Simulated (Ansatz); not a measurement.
## Geometry relaxation, with input and output: BSiNH8O (part 2 of 2)

BSiNH8O; RHF/6-31G* (Ansatz 0.2.0). It belongs to a series of runs on one base structure; here: end point A relaxed.

Geometry of the input (Å):
```
B  -0.0455  -0.5131  -0.1713
H  -0.2183  -0.6717  0.9984
H  1.0446  -0.4265  -0.6296
O  -1.0926  -0.5292  -1.0220
H  -1.9304  -0.6427  -0.5972
N  -0.1563  1.9469  1.0577
H  -1.0038  2.3849  0.7591
Si 1.1901  2.9246  1.5491
H  2.3165  2.0162  1.8253
H  1.5294  3.8569  0.4596
H  0.9500  3.7324  2.7670
H  -0.3600  1.0998  1.5939
```

## Trajectory as extended XYZ, continued
```
12
Properties=species:S:1:pos:R:3:forces:R:3 step=10 energy=-12180.03696
B     0.0303   -0.4667   -0.2434    0.0675  -0.0887   0.1702
H    -0.0912   -1.1393    0.7460    0.0089   0.0871  -0.1584
H     1.1013   -0.1261   -0.6337   -0.0327   0.0075   0.0168
O    -1.0372   -0.1850   -1.0222   -0.0933  -0.0142  -0.0099
H    -1.8514   -0.5252   -0.6796    0.0339   0.0031  -0.0209
N    -0.2597    1.8508    1.3795    0.0084  -0.0770   0.1738
H    -0.9728    2.1580    0.7525   -0.0788   0.0166  -0.0410
Si    1.1722    2.8246    1.5046    0.0558   0.0847  -0.0246
H     2.2831    1.9968    2.0126   -0.0324   0.0227   0.0027
H     1.4783    3.3270    0.1487   -0.0190  -0.0382   0.0963
H     1.0398    3.9938    2.4127    0.0085  -0.0754  -0.0615
H    -0.6690    1.4699    2.2123    0.0732   0.0719  -0.1436
12
Properties=species:S:1:pos:R:3:forces:R:3 step=11 energy=-12180.03877
B     0.0169   -0.4476   -0.2385    0.0743  -0.1241   0.0139
H    -0.0813   -1.1733    0.7140    0.0035   0.1291  -0.0905
H     1.0761   -0.0504   -0.6100   -0.0699  -0.0061   0.0249
O    -1.0586   -0.1885   -1.0183   -0.1151  -0.0435   0.1020
H    -1.8576   -0.5849   -0.6956    0.1188   0.0587  -0.0583
N    -0.2518    1.8522    1.3817   -0.0394  -0.0557   0.0776
H    -0.9648    2.1565    0.7511   -0.0374   0.0024  -0.0044
Si    1.1822    2.8240    1.5027    0.0308   0.0281   0.0335
H     2.2777    1.9985    2.0455   -0.0089   0.0183  -0.0237
H     1.5045    3.3036    0.1444   -0.0040  -0.0290   0.0699
H     1.0439    4.0025    2.3944    0.0034  -0.0274  -0.0550
H    -0.6635    1.4859    2.2185    0.0439   0.0491  -0.0900
12
Properties=species:S:1:pos:R:3:forces:R:3 step=12 energy=-12180.03856 accepted=F
B     0.0292   -0.4456   -0.2548   -0.0571   0.1724   0.1387
H    -0.0531   -1.1665    0.7007    0.0382   0.0097  -0.1348
H     1.0746   -0.0066   -0.6207   -0.0776  -0.1049  -0.0286
O    -1.0665   -0.1711   -1.0030   -0.0524  -0.1714   0.0528
H    -1.8542   -0.5909   -0.6807    0.1497   0.0894  -0.0525
N    -0.2630    1.8468    1.3903   -0.0067   0.0184   0.0376
H    -0.9730    2.1516    0.7556   -0.0022  -0.0105  -0.0045
Si    1.1800    2.8074    1.5032   -0.0075   0.0108  -0.0021
H     2.2661    1.9853    2.0675   -0.0094   0.0064   0.0058
H     1.5204    3.2558    0.1417    0.0018  -0.0196   0.0052
H     1.0441    4.0097    2.3587    0.0067  -0.0056   0.0030
H    -0.6811    1.5028    2.2315    0.0166   0.0047  -0.0205
12
Properties=species:S:1:pos:R:3:forces:R:3 step=13 energy=-12180.04079
B     0.0208   -0.4391   -0.2426    0.0201  -0.0601  -0.0027
H    -0.0656   -1.1535    0.7153    0.0026   0.0533  -0.0464
H     1.0726   -0.0406   -0.6279   -0.0245   0.0166   0.0184
O    -1.0641   -0.1851   -1.0111   -0.0397  -0.0492   0.0316
H    -1.8544   -0.5971   -0.6909    0.0454   0.0482  -0.0065
N    -0.2574    1.8518    1.3832   -0.0100  -0.0271   0.0378
H    -0.9706    2.1600    0.7543   -0.0243  -0.0013  -0.0003
Si    1.1815    2.8169    1.5047    0.0150   0.0183   0.0170
H     2.2702    1.9903    2.0580   -0.0084   0.0102  -0.0099
H     1.5144    3.2828    0.1459    0.0009  -0.0182   0.0370
H     1.0448    4.0050    2.3817    0.0030  -0.0155  -0.0294
H    -0.6687    1.4871    2.2195    0.0198   0.0247  -0.0466
12
Properties=species:S:1:pos:R:3:forces:R:3 step=14 energy=-12180.04241
B     0.0285   -0.4225   -0.2560   -0.0385   0.0021   0.0138
H    -0.0365   -1.1310    0.7051    0.0137  -0.0046  -0.0248
H     1.0674   -0.0024   -0.6515   -0.0120   0.0002  -0.0054
O    -1.0717   -0.1843   -1.0087    0.0045  -0.0297   0.0217
H    -1.8530   -0.5995   -0.6722    0.0344   0.0252  -0.0038
N    -0.2656    1.8439    1.3940    0.0041   0.0140  -0.0044
H    -0.9764    2.1483    0.7598   -0.0065   0.0036   0.0046
Si    1.1794    2.8019    1.5066    0.0130   0.0097  -0.0097
H     2.2563    1.9813    2.0903   -0.0134   0.0066   0.0092
H     1.5342    3.2280    0.1417   -0.0027  -0.0089   0.0101
H     1.0427    4.0160    2.3456    0.0012  -0.0121  -0.0051
H    -0.6817    1.4988    2.2352    0.0023  -0.0061  -0.0061
12
Properties=species:S:1:pos:R:3:forces:R:3 step=15 energy=-12180.04317
B     0.0352   -0.4165   -0.2651   -0.0861   0.0584  -0.0212
H    -0.0067   -1.1336    0.6889    0.0171  -0.0304   0.0035
H     1.0618    0.0226   -0.6720   -0.0084  -0.0111  -0.0095
O    -1.0808   -0.1812   -0.9964    0.0413  -0.0402   0.0252
H    -1.8525   -0.6054   -0.6494    0.0301   0.0176  -0.0021
N    -0.2735    1.8461    1.3943    0.0179   0.0316  -0.0239
H    -0.9833    2.1559    0.7611    0.0117  -0.0054   0.0068
Si    1.1785    2.7941    1.5080   -0.0009  -0.0005  -0.0103
H     2.2407    1.9727    2.1174   -0.0171   0.0058   0.0067
H     1.5529    3.1952    0.1412    0.0005  -0.0036   0.0053
H     1.0430    4.0221    2.3260    0.0030  -0.0047  -0.0007
H    -0.6917    1.5063    2.2360   -0.0092  -0.0176   0.0202
12
Properties=species:S:1:pos:R:3:forces:R:3 step=16 energy=-12180.04397
B     0.0371   -0.4082   -0.2786   -0.1146   0.0716  -0.0677
H     0.0271   -1.1354    0.6678    0.0151  -0.0298   0.0168
H     1.0474    0.0528   -0.7029   -0.0175  -0.0186  -0.0029
O    -1.0980   -0.1847   -0.9859    0.0788  -0.0388   0.0565
H    -1.8563   -0.6203   -0.6238    0.0302   0.0112  -0.0066
N    -0.2765    1.8477    1.3956    0.0233   0.0437  -0.0418
H    -0.9836    2.1592    0.7597    0.0246  -0.0092   0.0097
Si    1.1800    2.7890    1.5136   -0.0030  -0.0111  -0.0134
H     2.2233    1.9710    2.1609   -0.0256   0.0153  -0.0015
H     1.5825    3.1572    0.1451   -0.0002  -0.0029   0.0153
H     1.0398    4.0360    2.3016    0.0048  -0.0068  -0.0014
H    -0.6991    1.5139    2.2371   -0.0158  -0.0245   0.0371
12
Properties=species:S:1:pos:R:3:forces:R:3 step=17 energy=-12180.04478
B     0.0333   -0.4006   -0.2979   -0.1358   0.0658  -0.0999
H     0.0672   -1.1384    0.6411    0.0052  -0.0021  -0.0052
H     1.0214    0.0846   -0.7491   -0.0346  -0.0295   0.0110
O    -1.1272   -0.1925   -0.9705    0.1143  -0.0548   0.1098
H    -1.8666   -0.6440   -0.5883    0.0440   0.0183  -0.0189
N    -0.2722    1.8489    1.3919    0.0241   0.0471  -0.0428
H    -0.9740    2.1592    0.7494    0.0284  -0.0106   0.0103
Si    1.1842    2.7888    1.5244    0.0143  -0.0216  -0.0116
H     2.2023    1.9796    2.2247   -0.0439   0.0364  -0.0247
H     1.6282    3.1195    0.1576   -0.0082  -0.0066   0.0498
H     1.0296    4.0572    2.2766    0.0066  -0.0216  -0.0143
H    -0.7025    1.5162    2.2300   -0.0145  -0.0208   0.0364
12
Properties=species:S:1:pos:R:3:forces:R:3 step=18 energy=-12180.04543
B     0.0278   -0.3975   -0.3057   -0.1052  -0.0066  -0.1124
H     0.0801   -1.1343    0.6336   -0.0012   0.0161   0.0011
H     1.0075    0.0843   -0.7773   -0.0285   0.0017   0.0241
O    -1.1424   -0.2005   -0.9637    0.0872  -0.0374   0.1093
H    -1.8732   -0.6567   -0.5707    0.0430   0.0250  -0.0183
N    -0.2660    1.8493    1.3869    0.0209   0.0344  -0.0354
H    -0.9625    2.1569    0.7376    0.0192  -0.0052   0.0096
Si    1.1870    2.7922    1.5327    0.0230  -0.0099  -0.0132
H     2.1967    1.9881    2.2502   -0.0410   0.0321  -0.0217
H     1.6492    3.1167    0.1703   -0.0119  -0.0095   0.0477
H     1.0223    4.0653    2.2750    0.0034  -0.0263  -0.0131
H    -0.7029    1.5147    2.2211   -0.0089  -0.0144   0.0224
12
Properties=species:S:1:pos:R:3:forces:R:3 step=19 energy=-12180.04560
B     0.0077   -0.4070   -0.3441   -0.1065   0.0455  -0.0015
H     0.1347   -1.1377    0.5991   -0.0238   0.0550  -0.1274
H     0.9468    0.0987   -0.8739   -0.0637  -0.0460   0.0287
O    -1.2083   -0.2217   -0.9197    0.0675  -0.1626   0.1667
H    -1.9039   -0.6995   -0.4853    0.1281   0.1033  -0.0708
N    -0.2366    1.8515    1.3523    0.0076   0.0124   0.0607
H    -0.9115    2.1523    0.6775    0.0141  -0.0085   0.0195
Si    1.1990    2.8091    1.5638    0.0236  -0.0148  -0.0129
H     2.1709    2.0242    2.3541   -0.0581   0.0375  -0.0494
H     1.7386    3.1167    0.2238   -0.0294  -0.0206   0.0842
H     0.9866    4.0937    2.2757    0.0021  -0.0417  -0.0283
H    -0.7005    1.4981    2.1666    0.0386   0.0404  -0.0694
12
Properties=species:S:1:pos:R:3:forces:R:3 step=20 energy=-12180.04711
B     0.0124   -0.4053   -0.3364   -0.0394  -0.0270  -0.0514
H     0.1303   -1.1494    0.5939   -0.0097   0.0486  -0.0347
H     0.9563    0.0969   -0.8577   -0.0319  -0.0062   0.0256
O    -1.1958   -0.2194   -0.9222    0.0137  -0.0607   0.0977
H    -1.8958   -0.6911   -0.4916    0.0657   0.0479  -0.0414
N    -0.2438    1.8550    1.3573    0.0102   0.0066   0.0255
H    -0.9196    2.1578    0.6847    0.0073  -0.0066   0.0090
Si    1.1966    2.8062    1.5590    0.0110  -0.0133  -0.0088
H     2.1726    2.0146    2.3340   -0.0322   0.0236  -0.0231
H     1.7232    3.1167    0.2168   -0.0145  -0.0101   0.0456
H     0.9939    4.0872    2.2776    0.0034  -0.0217  -0.0145
H    -0.7065    1.5093    2.1745    0.0164   0.0190  -0.0296
12
Properties=species:S:1:pos:R:3:forces:R:3 step=21 energy=-12180.04763
B     0.0128   -0.4046   -0.3427   -0.0086  -0.0211  -0.0039
H     0.1328   -1.1396    0.5925    0.0040   0.0126  -0.0139
H     0.9538    0.0993   -0.8654   -0.0130  -0.0006   0.0045
O    -1.1960   -0.2251   -0.9251   -0.0044  -0.0083   0.0334
H    -1.8939   -0.6918   -0.4879    0.0225   0.0124  -0.0191
N    -0.2442    1.8539    1.3626    0.0053   0.0160  -0.0037
H    -0.9162    2.1516    0.6841    0.0025  -0.0007   0.0069
Si    1.1966    2.8041    1.5607    0.0002  -0.0107  -0.0047
H     2.1710    2.0147    2.3373   -0.0111   0.0121  -0.0037
H     1.7236    3.1090    0.2190   -0.0053  -0.0051   0.0156
H     0.9946    4.0876    2.2735    0.0030  -0.0083  -0.0033
H    -0.7113    1.5192    2.1811    0.0048   0.0016  -0.0082
12
Properties=species:S:1:pos:R:3:forces:R:3 step=22 energy=-12180.04804
B     0.0103   -0.4097   -0.3534   -0.0008  -0.0175   0.0019
H     0.1485   -1.1464    0.5776    0.0054   0.0084  -0.0070
H     0.9406    0.1001   -0.8892   -0.0108   0.0026   0.0026
O    -1.2084   -0.2322   -0.9140   -0.0065  -0.0026   0.0138
H    -1.8970   -0.7034   -0.4674    0.0113   0.0070  -0.0111
N    -0.2413    1.8596    1.3580    0.0028   0.0116  -0.0024
H    -0.9071    2.1572    0.6733    0.0038  -0.0043   0.0070
Si    1.1987    2.8074    1.5682   -0.0089  -0.0072  -0.0019
H     2.1631    2.0198    2.3578   -0.0026   0.0023   0.0021
H     1.7405    3.1068    0.2318    0.0005  -0.0019   0.0032
H     0.9916    4.0932    2.2746    0.0028   0.0008  -0.0004
H    -0.7159    1.5261    2.1726    0.0031   0.0009  -0.0078
12
Properties=species:S:1:pos:R:3:forces:R:3 step=23 energy=-12180.04826
B    -0.0060   -0.4251   -0.3981   -0.0708  -0.0096  -0.0164
H     0.2118   -1.1645    0.5188   -0.0169   0.0535  -0.0667
H     0.8766    0.1144   -0.9888   -0.0754  -0.0293   0.0351
O    -1.2665   -0.2684   -0.8730    0.0783  -0.0680   0.1078
H    -1.9145   -0.7597   -0.3855    0.0859   0.0590  -0.0562
N    -0.2226    1.8778    1.3386   -0.0377   0.0005   0.0029
H    -0.8611    2.1686    0.6243    0.0346  -0.0182   0.0449
Si    1.2099    2.8229    1.6018   -0.0040  -0.0108  -0.0108
H     2.1312    2.0471    2.4536   -0.0154   0.0029  -0.0108
H     1.8196    3.0947    0.2879   -0.0047  -0.0021   0.0193
H     0.9752    4.1220    2.2742    0.0061   0.0060  -0.0049
H    -0.7299    1.5487    2.1362    0.0202   0.0161  -0.0441
12
Properties=species:S:1:pos:R:3:forces:R:3 step=24 energy=-12180.04884
B    -0.0005   -0.4205   -0.3870   -0.0007   0.0247   0.0191
H     0.2023   -1.1635    0.5276    0.0004   0.0103  -0.0262
H     0.8892    0.1200   -0.9621   -0.0272  -0.0209   0.0052
O    -1.2518   -0.2551   -0.8747   -0.0052  -0.0354   0.0184
H    -1.9068   -0.7461   -0.3989    0.0302   0.0232  -0.0212
N    -0.2293    1.8731    1.3409   -0.0111   0.0095   0.0051
H    -0.8723    2.1659    0.6324    0.0149  -0.0125   0.0183
Si    1.2061    2.8165    1.5928   -0.0073  -0.0068  -0.0062
H     2.1347    2.0363    2.4311   -0.0030  -0.0023   0.0018
H     1.8021    3.0930    0.2746    0.0020  -0.0009   0.0012
H     0.9806    4.1137    2.2716    0.0015   0.0068   0.0006
H    -0.7308    1.5453    2.1418    0.0055   0.0043  -0.0160
12
Properties=species:S:1:pos:R:3:forces:R:3 step=25 energy=-12180.04897
B    -0.0024   -0.4134   -0.3882    0.0250  -0.0375  -0.0127
H     0.2070   -1.1545    0.5252    0.0035   0.0090   0.0062
H     0.8826    0.1256   -0.9700   -0.0089   0.0134   0.0099
O    -1.2541   -0.2612   -0.8769   -0.0229   0.0085   0.0034
H    -1.9048   -0.7551   -0.3994    0.0050   0.0072  -0.0036
N    -0.2294    1.8727    1.3451   -0.0095   0.0055  -0.0103
H    -0.8695    2.1611    0.6325    0.0036  -0.0017   0.0113
Si    1.2069    2.8147    1.5944    0.0025   0.0013   0.0007
H     2.1316    2.0371    2.4389    0.0012  -0.0035   0.0044
H     1.8064    3.0831    0.2764    0.0021  -0.0028  -0.0041
H     0.9836    4.1165    2.2655   -0.0023   0.0036   0.0002
H    -0.7342    1.5519    2.1465    0.0006  -0.0030  -0.0055
12
Properties=species:S:1:pos:R:3:forces:R:3 step=26 energy=-12180.04926
B    -0.0007   -0.4106   -0.3946   -0.0121  -0.0008  -0.0056
H     0.2210   -1.1524    0.5148    0.0010  -0.0021   0.0042
H     0.8750    0.1376   -0.9812    0.0027   0.0027  -0.0011
O    -1.2582   -0.2594   -0.8702    0.0009   0.0061  -0.0014
H    -1.9047   -0.7534   -0.3876    0.0056  -0.0063   0.0030
N    -0.2307    1.8718    1.3453    0.0034   0.0014  -0.0021
H    -0.8742    2.1628    0.6370    0.0033  -0.0017   0.0015
Si    1.2065    2.8123    1.5954   -0.0074   0.0037  -0.0075
H     2.1187    2.0418    2.4600   -0.0013  -0.0035   0.0031
H     1.8210    3.0603    0.2799    0.0018  -0.0006   0.0030
H     0.9814    4.1246    2.2455    0.0016   0.0000   0.0002
H    -0.7316    1.5431    2.1457    0.0005   0.0011   0.0028
12
Properties=species:S:1:pos:R:3:forces:R:3 step=27 energy=-12180.04948
B    -0.0042   -0.4074   -0.4077   -0.0360   0.0128  -0.0029
H     0.2435   -1.1489    0.4957   -0.0021  -0.0032  -0.0075
H     0.8535    0.1551   -1.0077   -0.0013  -0.0054   0.0006
O    -1.2726   -0.2672   -0.8582    0.0250  -0.0037   0.0063
H    -1.9052   -0.7706   -0.3666    0.0137  -0.0027   0.0032
N    -0.2280    1.8738    1.3442    0.0039   0.0009  -0.0059
H    -0.8659    2.1615    0.6298    0.0007   0.0010  -0.0015
Si    1.2088    2.8122    1.6024    0.0058   0.0053  -0.0033
H     2.1022    2.0492    2.4942   -0.0090   0.0066  -0.0075
H     1.8471    3.0376    0.2934   -0.0055  -0.0022   0.0178
H     0.9798    4.1358    2.2290    0.0041  -0.0109  -0.0056
H    -0.7352    1.5474    2.1415    0.0009   0.0013   0.0064
12
Properties=species:S:1:pos:R:3:forces:R:3 step=28 energy=-12180.04961
B    -0.0074   -0.4049   -0.4187   -0.0422   0.0082  -0.0153
H     0.2658   -1.1508    0.4742   -0.0060   0.0085  -0.0140
H     0.8325    0.1719   -1.0312   -0.0103  -0.0103   0.0115
O    -1.2859   -0.2753   -0.8444    0.0315  -0.0164   0.0219
H    -1.9037   -0.7903   -0.3454    0.0261   0.0095  -0.0048
N    -0.2269    1.8782    1.3418    0.0029  -0.0018  -0.0070
H    -0.8580    2.1645    0.6209   -0.0004   0.0012  -0.0023
Si    1.2109    2.8121    1.6092    0.0233   0.0078   0.0011
H     2.0866    2.0532    2.5233   -0.0182   0.0167  -0.0189
H     1.8706    3.0193    0.3070   -0.0133  -0.0043   0.0308
H     0.9808    4.1447    2.2174    0.0057  -0.0207  -0.0098
H    -0.7416    1.5559    2.1358    0.0010   0.0018   0.0067
12
Properties=species:S:1:pos:R:3:forces:R:3 step=29 energy=-12180.04971
B    -0.0091   -0.4038   -0.4224   -0.0278   0.0040  -0.0080
H     0.2718   -1.1495    0.4681   -0.0040   0.0075  -0.0134
H     0.8251    0.1780   -1.0378   -0.0096  -0.0093   0.0093
O    -1.2900   -0.2798   -0.8412    0.0186  -0.0138   0.0186
H    -1.9023   -0.7985   -0.3393    0.0232   0.0105  -0.0065
N    -0.2264    1.8796    1.3414   -0.0014  -0.0014  -0.0076
H    -0.8543    2.1647    0.6171   -0.0010   0.0017  -0.0006
Si    1.2117    2.8119    1.6115    0.0254   0.0070   0.0040
H     2.0826    2.0541    2.5310   -0.0160   0.0150  -0.0167
H     1.8771    3.0144    0.3117   -0.0122  -0.0043   0.0255
H     0.9822    4.1464    2.2151    0.0036  -0.0181  -0.0086
H    -0.7448    1.5612    2.1347    0.0013   0.0012   0.0040
```

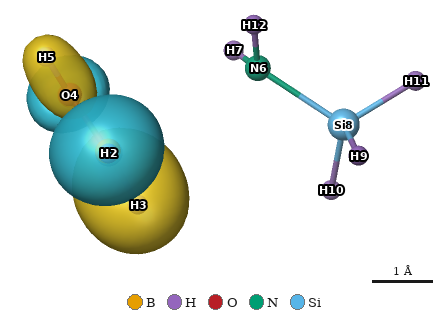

**Figure 1.** The HOMO−1 at ±0.15 Å⁻³ᐟ² (yellow and cyan are the two phases), seen face on. Its weight (Hirshfeld) is mainly on B1 (35 %), H2 (25 %), H3 (20 %) and O4 (15 %). Its energy is −12.18 eV.

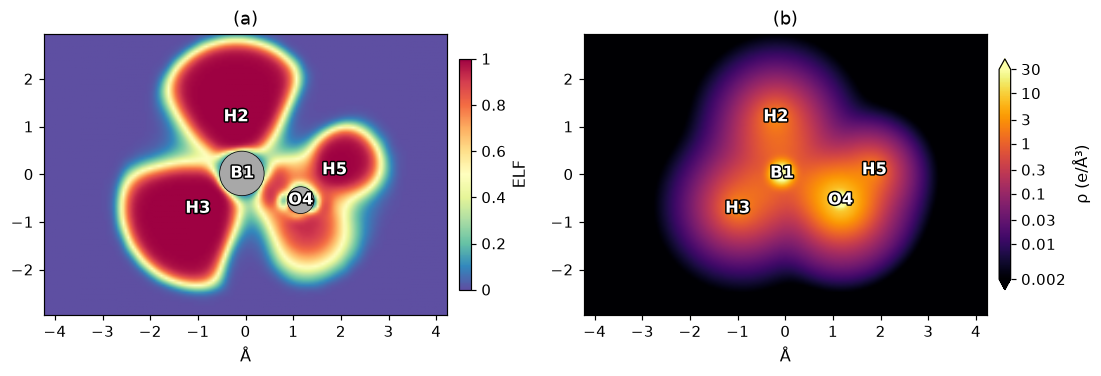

**Figure 2.** (a) ELF; (b) total electron density on the plane of atoms H3, B1 and O4. Grey discs, where drawn, cover atomic cores. The section cuts through B, H and O sites.

## Key numbers

| quantity | value |
| --- | --- |
| outcome | converged |
| total energy | −12180.0497 eV |
| mean-field energy | −12180.0497 eV |
| largest force (length of the vector) at the end | 0.030 eV/Å |
| wall time | 44 s |
| peak memory | 0.14 GiB |
